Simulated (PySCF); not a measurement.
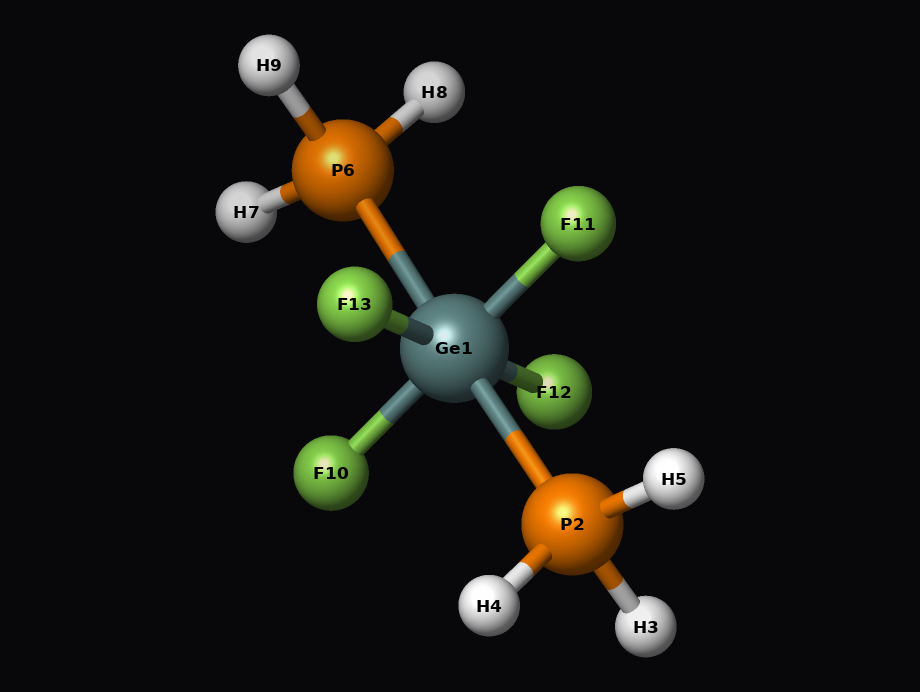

The geometry was computed by an optimisation with PBE0-D3(BJ)/def2-SVP. No frequency run is at hand to confirm it as a minimum. Properties computed with delta-SCF UKS SCAN, pcX-2 on the ionised atom (unc-x2c-TZVPall on a metal), pcseg-1 elsewhere, spin-free X2C (PySCF 2.14.0).

Give the core-electron binding energies (to vacuum; p and d levels without spin–orbit splitting) of P2 1s, P2 2p, F10 1s.

```
atom  level  binding energy (eV)
  P2     1s               2151.8
  P2     2p                138.5
 F10     1s                690.1
```
